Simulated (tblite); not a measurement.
Molecular dynamics, with input and output: C6H6ClN (part 2 of 2)

Continued. System: C6H6ClN (2-chloro-6-methylpyridine), SMILES Cc1cccc(Cl)n1. Method: GFN2-xTB Langevin dynamics, gas phase (tblite 0.8.0). 

Geometry of the input (Å):
```
C  2.1633  -0.5508  0.0668
C  0.7062  -0.2224  0.0144
C  0.2486  1.0927  0.0479
C  -1.1147  1.3292  -0.0025
C  -1.9884  0.2567  -0.0840
C  -1.4237  -1.0101  -0.1103
Cl -2.4394  -2.3986  -0.2081
N  -0.1318  -1.2477  -0.0639
H  2.6016  -0.1716  0.9883
H  2.6847  -0.0891  -0.7699
H  2.2943  -1.6274  0.0228
H  0.9510  1.9091  0.1127
H  -1.4980  2.3388  0.0220
H  -3.0565  0.3893  -0.1249
```

## Trajectory as extended XYZ, continued
```
14
Properties=species:S:1:pos:R:3:forces:R:3 step=4550 time_fs=6825.0 energy=-635.70243 temperature=188.3
C     3.9807   -3.7440   -2.1141   -1.1250  -0.2060   0.4400
C     3.4139   -2.9096   -1.0086   -0.0520   0.2440  -0.3670
C     2.1801   -2.2557   -1.1201    1.2400   0.7670   0.6060
C     1.9456   -1.2727   -0.1532   -0.4280   0.4710  -0.9440
C     2.8268   -0.9990    0.8873   -0.5850  -1.3080  -0.8300
C     3.8806   -1.8525    0.9775    1.2280  -1.5440  -1.1000
Cl    5.0870   -1.7701    2.1612    0.2580   0.2470   0.7500
N     4.1910   -2.7608    0.0434   -0.0720   0.5510   0.4330
H     3.2031   -4.1485   -2.7417   -0.3820  -0.3330  -0.0100
H     4.5339   -4.4986   -1.6271    0.6000  -1.1070   0.2810
H     4.6398   -3.2576   -2.7809    0.7170   1.0380  -0.3550
H     1.6732   -2.3904   -2.0541   -0.6490   0.1540   0.1680
H     1.1577   -0.5493   -0.3134   -0.3590  -0.2480   0.0880
H     2.6683   -0.3074    1.6427   -0.3920   1.2730   0.8400
14
Properties=species:S:1:pos:R:3:forces:R:3 step=4900 time_fs=7350.0 energy=-635.81445 temperature=234.1
C     3.9535   -2.7777   -3.1126   -1.2740  -1.1000   0.8430
C     3.3423   -2.2482   -1.8436    1.0320  -0.0660   0.2300
C     2.0289   -1.8428   -1.7675    0.1500   0.1370  -0.4560
C     1.5730   -1.3338   -0.5667   -0.8820   0.1100   0.1900
C     2.3478   -1.2620    0.5691    1.4730  -1.4500  -0.7550
C     3.6461   -1.8698    0.3905   -1.1410   0.7320   0.4070
Cl    4.5505   -2.1389    1.8507    0.0970   0.1090  -0.4650
N     4.1522   -2.2705   -0.7514   -1.0880   0.1050  -0.1020
H     3.3085   -2.5081   -3.9564    0.6050   0.0010   0.1050
H     3.9114   -3.8899   -2.9788    0.2080   0.7350  -0.4010
H     4.9767   -2.4830   -3.1586    0.4440   0.2160  -0.3900
H     1.3410   -1.8630   -2.6233    0.5550  -0.1270   0.3950
H     0.5261   -1.0868   -0.6069   -0.1980   0.4560   0.5770
H     2.0062   -0.9751    1.5486    0.0190   0.1410  -0.1790
14
Properties=species:S:1:pos:R:3:forces:R:3 step=5250 time_fs=7875.0 energy=-635.71207 temperature=190.0
C     4.0657   -1.4899   -2.7743    0.8030  -0.1380  -0.3280
C     3.2819   -1.6861   -1.5303    0.8490   0.4760   1.4460
C     1.9409   -2.0063   -1.5573   -1.1490  -0.8890   1.9850
C     1.2347   -2.0982   -0.3074    0.3720  -0.0310  -1.7370
C     1.9523   -1.9343    0.8301   -0.7580   0.2280   2.3650
C     3.3070   -1.7489    0.7841    1.7740   0.9520  -1.6640
Cl    4.3083   -1.7841    2.1751   -0.1650   0.1030   0.1420
N     3.9624   -1.4781   -0.3520   -1.4480  -1.1990  -0.6210
H     4.9681   -0.9054   -2.6085   -0.2330   0.4150   0.3050
H     3.4420   -1.0207   -3.5185   -0.0490   0.0760  -0.3000
H     4.5024   -2.4076   -3.1906   -0.6190  -0.1700   0.1790
H     1.4020   -2.3828   -2.4016    0.1320   0.3750  -0.5800
H     0.1765   -2.3381   -0.2020    0.3320   0.1960  -0.4800
H     1.4835   -1.8856    1.8322    0.1570  -0.3940  -0.7120
14
Properties=species:S:1:pos:R:3:forces:R:3 step=5600 time_fs=8400.0 energy=-635.78640 temperature=349.5
C     3.5100   -1.4179   -2.3920    0.4050  -0.5140  -0.9030
C     3.0009   -1.8758   -1.0963   -0.1900  -0.1720  -0.1890
C     1.6511   -2.0379   -0.8312    0.0040   0.5870   1.8250
C     1.2651   -2.0108    0.5111    1.0870  -0.2930   0.7700
C     2.2610   -2.0647    1.5091    0.6400  -0.3500  -2.2450
C     3.5985   -2.2003    1.0468   -0.9220  -0.1400   0.8330
Cl    4.8247   -2.5952    2.2216   -0.2100   0.2130  -0.4080
N     3.9610   -2.0519   -0.2105   -0.2220   0.0010   1.3700
H     4.5471   -1.1790   -2.2130    0.4020  -0.0720  -0.3420
H     3.0175   -0.5211   -2.7061   -0.4460   0.3850  -0.2870
H     3.4108   -2.1900   -3.1695    0.0800   0.3300   0.1660
H     0.9108   -2.0086   -1.5706   -0.6340   0.0420  -0.9840
H     0.2512   -1.9549    0.8863   -0.0500  -0.0890  -0.5050
H     1.9787   -2.0989    2.5207    0.0570   0.0710   0.8980
14
Properties=species:S:1:pos:R:3:forces:R:3 step=5950 time_fs=8925.0 energy=-635.69393 temperature=255.0
C     2.6575   -1.0106   -2.2082   -0.0290  -0.3700  -0.3580
C     2.4602   -1.7123   -0.8958   -1.0590   1.1480  -1.1160
C     1.1951   -1.7101   -0.2916    0.2480   0.7820  -0.9700
C     1.1747   -2.2546    0.9445   -1.4460  -0.7120   2.0150
C     2.2144   -2.9866    1.4817    1.2970  -0.7660  -0.6090
C     3.3565   -3.0049    0.7050    0.9650  -0.1880   0.8700
Cl    4.8497   -3.8432    1.2190   -0.9690   0.3810  -0.2280
N     3.4914   -2.2785   -0.3685    1.4040  -0.7160  -0.2180
H     2.0803   -1.6547   -2.9326    0.9070   0.8340   0.2550
H     3.7608   -0.9368   -2.4370   -1.4460  -0.1170   0.0360
H     2.1715   -0.0195   -2.1691    0.4310  -0.4440  -0.1850
H     0.3376   -1.2279   -0.7821    0.5190  -0.2530   0.4810
H     0.3329   -2.1777    1.6237   -0.4200   0.0630  -0.3670
H     2.2031   -3.6410    2.3313   -0.4000   0.3570   0.3950
14
Properties=species:S:1:pos:R:3:forces:R:3 step=6300 time_fs=9450.0 energy=-635.74596 temperature=191.2
C     3.2043   -0.9695   -1.7654   -1.4860   1.7840   0.3000
C     2.6353   -1.9593   -0.7865    0.3980   0.0460  -0.9640
C     1.3109   -2.2380   -0.5449   -1.0510   0.0160   0.1960
C     1.0066   -3.2758    0.3561   -0.8070   1.0760  -0.0460
C     2.0000   -3.9068    1.0551    2.2330   0.7900  -2.0870
C     3.3484   -3.6473    0.6180   -1.6230   0.5670   0.2530
Cl    4.7462   -4.5167    1.1296   -0.4300   0.0160   0.1760
N     3.5885   -2.6787   -0.2284    0.9690  -0.6810   0.2930
H     2.5316   -0.6771   -2.5976    0.0270  -0.4090   0.5910
H     4.1185   -1.2687   -2.2060    0.8030  -0.5630  -0.0280
H     3.3873   -0.0227   -1.2021    0.0230  -0.5510  -0.3370
H     0.4835   -1.6628   -0.9897    0.6280  -0.4000   0.0650
H    -0.0602   -3.4829    0.5574    0.7690   0.0110  -0.0380
H     1.8153   -4.6744    1.6989   -0.4500  -1.7020   1.6260
14
Properties=species:S:1:pos:R:3:forces:R:3 step=6650 time_fs=9975.0 energy=-635.84425 temperature=303.9
C     2.8177   -1.3052   -1.6954    0.5900   0.7700   0.6180
C     2.2683   -2.1976   -0.6625   -1.1240  -1.5720   0.3690
C     0.8911   -2.3541   -0.4073   -0.5050   1.6920  -1.3290
C     0.4079   -3.2358    0.5316   -0.6940   0.3270  -0.0730
C     1.3200   -3.9435    1.2829   -0.5270  -1.7310  -0.0720
C     2.6299   -3.8671    0.8448    0.6320  -0.0890   0.7700
Cl    3.8304   -4.8467    1.6697   -0.2730   0.2000  -0.3450
N     3.0943   -3.0520   -0.0682    0.3790   0.2510   0.2570
H     2.1815   -0.4364   -1.7950   -0.1790   0.0170  -0.4270
H     3.0220   -1.8146   -2.6152   -0.3740  -0.2590  -0.5560
H     3.7967   -0.9536   -1.3754    0.1180   0.0500   0.2010
H     0.1747   -1.7310   -1.0136    0.7490  -0.6740   0.7030
H    -0.6790   -3.3522    0.6594    0.6640   0.0700   0.0650
H     0.9624   -4.7718    1.9310    0.5440   0.9470  -0.1820
14
Properties=species:S:1:pos:R:3:forces:R:3 step=7000 time_fs=10500.0 energy=-635.71988 temperature=226.6
C     2.0518   -0.4250   -1.6481    0.5860  -0.1830   0.7480
C     1.9860   -1.6176   -0.6897   -1.4980   1.5440  -0.2330
C     0.7086   -2.1122   -0.2795    0.6520   0.0430  -0.5570
C     0.5808   -3.2774    0.4647    1.9090   1.0500  -0.3800
C     1.7954   -3.8538    0.8693   -0.3500   0.9050  -0.7220
C     2.9707   -3.1752    0.4848    0.8530  -1.3900   0.6610
Cl    4.5006   -3.9547    0.9435   -0.6500   0.3680  -0.0550
N     3.1379   -2.0858   -0.2488   -1.2940  -1.3120   0.4540
H     2.4806   -0.8032   -2.5848   -0.4600   0.2500   0.1010
H     2.7577    0.3618   -1.2949   -0.4330  -0.6960  -0.0230
H     1.0684    0.0351   -1.7438    0.2040  -0.2300  -0.3250
H    -0.2207   -1.6650   -0.5989    0.2590   0.3590  -0.2650
H    -0.3993   -3.6203    0.6701   -0.3830  -0.5690   0.3830
H     1.7336   -4.7852    1.3918    0.6050  -0.1390   0.2140
14
Properties=species:S:1:pos:R:3:forces:R:3 step=7350 time_fs=11025.0 energy=-635.83174 temperature=241.9
C     1.7801   -1.2113   -2.2748   -1.2020   1.0640   0.0370
C     2.0388   -1.9971   -1.0493   -0.9130   0.2570  -0.2240
C     1.0011   -2.2278   -0.1440   -1.0070  -0.0770   0.0170
C     1.1780   -3.0791    0.9419    2.0590   1.0350   0.2140
C     2.5356   -3.4800    1.1346   -1.0770  -0.1910  -0.6150
C     3.4674   -3.2394    0.1085   -0.5850  -0.5600   1.0150
Cl    4.9845   -4.0318    0.2065    0.2590   0.0930   0.0460
N     3.2386   -2.5226   -0.9596    0.2170  -0.1270   0.1820
H     2.4631   -1.5164   -3.0296    0.4400  -0.0360  -0.6050
H     1.8444   -0.1215   -2.1111    0.3870  -0.3860   0.0810
H     0.7375   -1.3379   -2.5996    0.3150  -0.2620  -0.0730
H     0.0059   -1.7715   -0.3410    0.8540  -0.4210   0.1340
H     0.3966   -3.1794    1.6958    0.4200  -0.3450  -0.3230
H     2.8595   -4.0785    1.9679   -0.1660  -0.0430   0.1150
14
Properties=species:S:1:pos:R:3:forces:R:3 step=7700 time_fs=11550.0 energy=-635.76454 temperature=289.3
C     1.6967   -0.9670   -1.9910   -0.3510   1.1640  -0.0280
C     1.8693   -1.9356   -0.8683    0.2970  -0.2870   0.9090
C     0.8118   -2.5011   -0.1268   -0.1220  -0.1910  -0.5030
C     1.0733   -3.2604    1.0016    1.2870   0.7370   0.3430
C     2.4226   -3.4048    1.4426   -1.9580  -0.5040  -0.0180
C     3.3658   -2.8855    0.6430    0.9310   1.0560  -2.5670
Cl    5.0686   -3.0959    0.8376   -0.0420  -0.1240   0.3880
N     3.1070   -2.1931   -0.4756    0.1500   0.2950   0.2740
H     1.8918   -1.3627   -2.9747   -0.2060  -0.5480  -0.1690
H     2.3907   -0.1281   -1.9281    0.5130  -0.2530   0.4250
H     0.7344   -0.4247   -1.9830    0.0040  -0.8720   0.0380
H    -0.1827   -2.4128   -0.5478   -0.0530   0.0860   0.3730
H     0.2946   -3.5863    1.6624   -0.2590  -0.3320  -0.1390
H     2.7249   -3.9904    2.2738   -0.1890  -0.2250   0.6740
14
Properties=species:S:1:pos:R:3:forces:R:3 step=8050 time_fs=12075.0 energy=-635.62561 temperature=157.2
C     1.5302   -1.5419   -2.0564    0.0800   1.4140   0.0720
C     1.8700   -2.2481   -0.7919    0.4730   0.2950  -0.8200
C     1.0603   -3.2982   -0.4520    1.1060  -0.2760   1.4590
C     1.4097   -4.0544    0.6563    0.7390   0.2900   1.2850
C     2.5985   -3.7485    1.3475   -0.5460  -0.2420  -0.9110
C     3.3333   -2.7201    0.7833    1.9060  -0.6860   2.1130
Cl    5.0004   -2.5181    1.4031   -0.7100   0.1170  -0.1090
N     3.0047   -1.9109   -0.1356   -1.3790   0.3720  -2.2440
H     0.6916   -1.9471   -2.6625    1.0260  -0.1340   0.4520
H     2.4684   -1.3415   -2.5882   -0.4790  -0.3400  -0.2860
H     1.1966   -0.5535   -1.7411   -0.1300   0.3460  -0.1150
H     0.2297   -3.4507   -1.0560   -1.2800  -0.6100  -0.5720
H     0.7828   -4.8099    1.0812   -0.2890  -0.3950  -0.1590
H     3.0500   -4.2745    2.1783   -0.5190  -0.1500  -0.1650
14
Properties=species:S:1:pos:R:3:forces:R:3 step=8400 time_fs=12600.0 energy=-635.69945 temperature=327.7
C     1.9710   -1.7565   -1.9353   -0.2460  -1.1950  -0.9820
C     2.4398   -2.4038   -0.7182    1.6090  -0.1790   1.0730
C     1.6022   -3.0722    0.1470   -0.0620  -1.0200   0.1990
C     2.1442   -3.8804    1.1628    0.6520   2.4590  -0.6610
C     3.4667   -3.6281    1.5030    0.6070   0.0060  -0.4190
C     4.2519   -2.8412    0.6361   -1.1740   0.1250  -0.2580
Cl    5.8726   -2.4827    1.1352   -0.3330  -0.0320  -0.4090
N     3.7665   -2.3015   -0.4848    0.0030  -0.4350   0.9060
H     1.5033   -2.5413   -2.5798    0.6090   0.7310   0.0960
H     2.7864   -1.2249   -2.3587    0.7160   0.0050  -0.8470
H     1.2402   -1.0396   -1.7494   -1.5020   1.1260   0.5110
H     0.5348   -3.0206   -0.0178    0.0420  -0.2520  -0.0470
H     1.4726   -4.3885    1.7723   -0.6430  -0.9910   0.9410
H     3.9623   -3.9776    2.3982   -0.2760  -0.3470  -0.1000
```

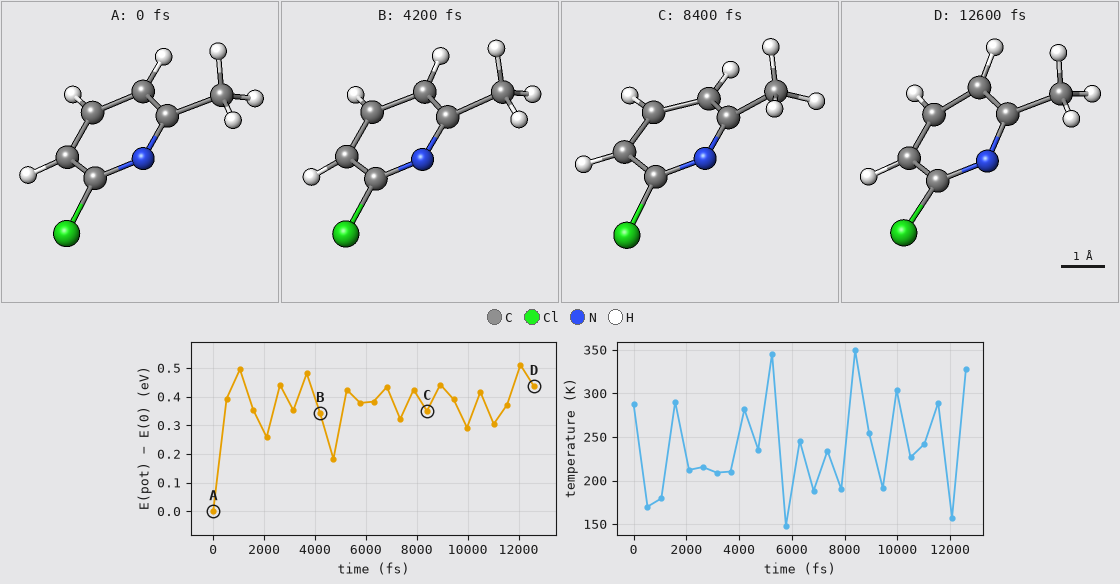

Frames of the molecular dynamics (ball-and-stick, seen at a tilt) above the curves, on which the letters mark them. The trajectory kept here has 25 frames over 12600 fs. The temperature starts at 287 K, ranges from 148 to 350 K and averages 246 K over the second half. The potential energy ends 0.437 eV above its first value. After an unweighted best fit of the last frame on the first, the root-mean-square displacement is 0.80 Å, and H9 has moved furthest (1.75 Å).
